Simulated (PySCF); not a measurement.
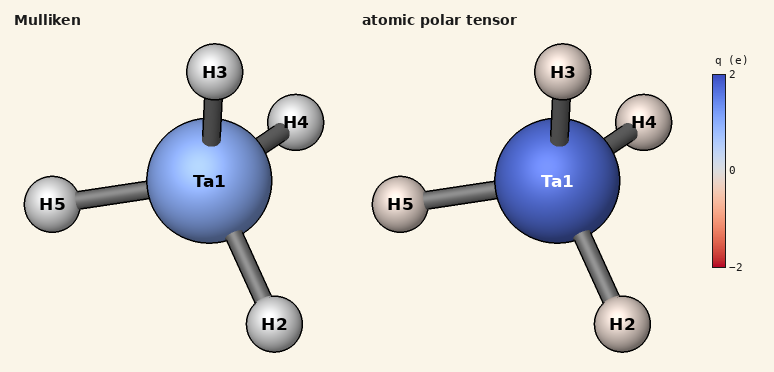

Atomic charges of one calculation by 2 schemes, on one colour scale. State: charge +1, singlet. The geometry was computed by an optimisation with PBE0/def2-TZVP with core potentials. Method: PBE0/def2-TZVP, core potentials on Ta (PySCF 2.14.0).

Which scheme gives the most polar picture (largest mean size of the charges)?

Answer. The atomic polar tensor charges are the largest in size here.

List the charges (e), one line for each set of equivalent atoms.

| atom | Mulliken | atomic polar tensor |
| --- | --- | --- |
| Ta1 | 0.95 | 1.67 |
| H2, H3, H4… | 0.01 | −0.17 |

The search tried a few shapes and spins; others may lie lower.
